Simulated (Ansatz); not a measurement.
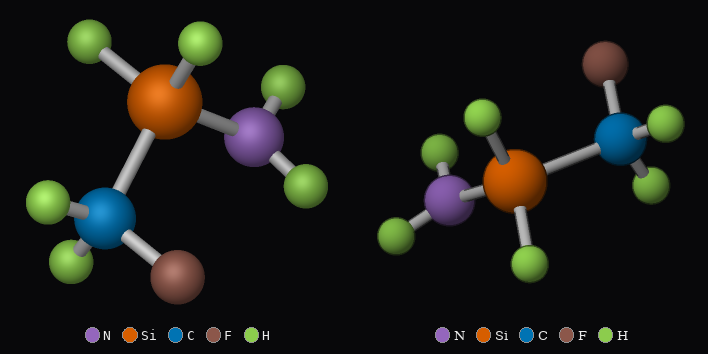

The same structure drawn twice, from different directions.

Computed geometry: PBE0-D4/def2-TZVP optimisation.

**Count the atoms of each element.**

CH₆FNSi, 10 atoms: 1 carbon, 6 hydrogen, 1 fluorine, 1 nitrogen and 1 silicon.

**Count the bonded pairs by element.**

2 N–H, 2 Si–H, 2 C–H, 1 N–Si, 1 C–Si, 1 C–F.

**Name some functional groups or characteristic bonds that it holds.**

Among them: C–F bond, Si–H bond, Si–N bond.

**How many sets of symmetry-equivalent atoms are there?**

10: 1 N, 1 Si, 1 C, 1 F, 1 H, 1 H, 1 H, 1 H, 1 H, 1 H.

**Does it have rings?**

It has no ring.

The parts below concern this one geometry. Atoms keep their numbers from picture to picture.

### Shape

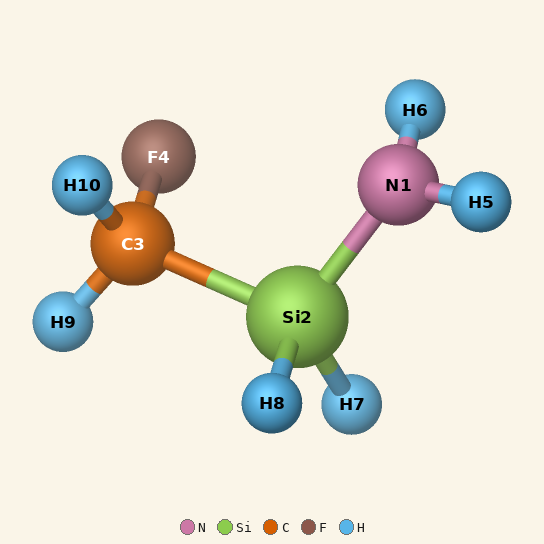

The atoms are numbered.

What are the angles Si2–N1–H5, Si2–N1–H6, N1–Si2–C3, N1–Si2–H7, N1–Si2–H8, C3–Si2–H7, C3–Si2–H8, Si2–C3–F4, Si2–C3–H9, Si2–C3–H10, F4–C3–H9, F4–C3–H10?

```csv
angle,degrees
Si2–N1–H5,120.0
Si2–N1–H6,118.6
N1–Si2–C3,107.5
N1–Si2–H7,115.8
N1–Si2–H8,108.3
C3–Si2–H7,107.4
C3–Si2–H8,109.5
Si2–C3–F4,109.1
Si2–C3–H9,112.2
Si2–C3–H10,111.5
F4–C3–H9,108.0
F4–C3–H10,107.8
```

### Charges

The questions are on Mulliken charges. Level of theory: RKS ωB97M-V/def2-TZVPP (Ansatz 0.2.0).

List the Mulliken charges.

```
atom  value (e)
  N1      −0.37
 Si2       0.36
  C3      −0.08
  F4      −0.25
  H5       0.11
  H6       0.12
  H7      −0.06
  H8      −0.04
  H9       0.10
 H10       0.11
```

### Dipole moment

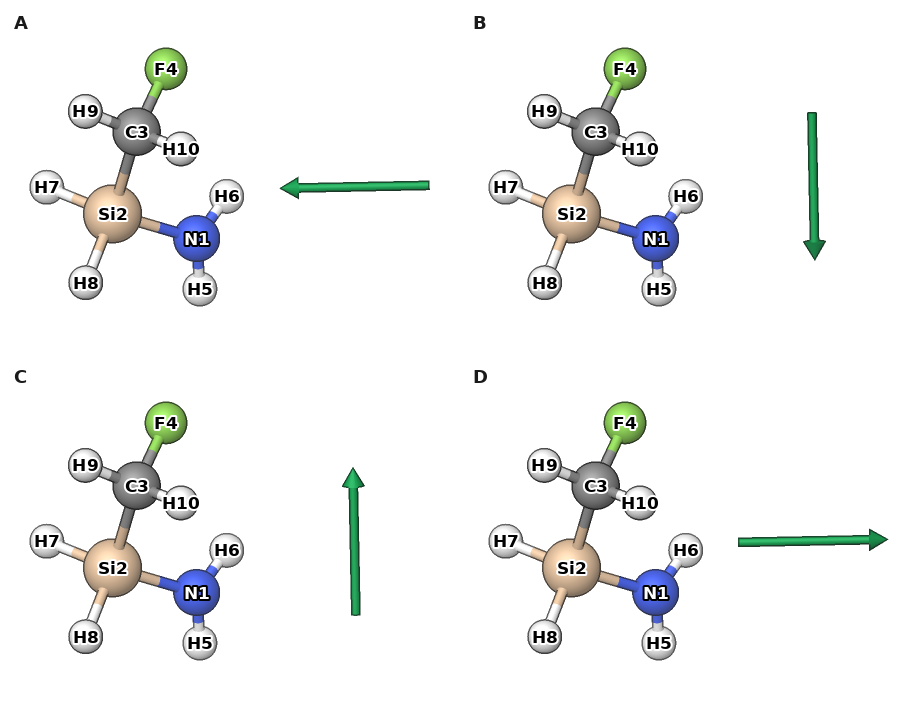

The same molecule four times, each with an arrow. Method: RKS PBE0-D4/def2-TZVP (Ansatz 0.2.0).

**Which arrow points along the dipole moment, from the negative to the positive end?**

B. The dipole moment is 1.35 D; it points from the side of F4 to the side of H5 (the outermost atoms at the two ends).

### Levels of theory compared

Program: Ansatz 0.2.0.

Tabulate HOMO–LUMO gap (eV) at these levels: CAM-B3LYP-D4/def2-TZVPP; PBE-D4/def2-TZVPP; PBE0-D4/def2-QZVPP; PBE0-D4/def2-TZVPP; r2SCAN0-D4/def2-TZVPP; ωB97M-V/def2-QZVPP; ωB97M-V/def2-SVP; ωB97M-V/def2-TZVPP.

| level | HOMO–LUMO gap (eV) |
| --- | --- |
| CAM-B3LYP-D4/def2-TZVPP | 10.17 |
| PBE-D4/def2-TZVPP | 5.53 |
| PBE0-D4/def2-QZVPP | 7.67 |
| PBE0-D4/def2-TZVPP | 7.84 |
| r2SCAN0-D4/def2-TZVPP | 8.38 |
| ωB97M-V/def2-QZVPP | 11.39 |
| ωB97M-V/def2-SVP | 12.47 |
| ωB97M-V/def2-TZVPP | 11.76 |

Mulliken values depend strongly on the basis set and can even reverse the polarity of a bond.
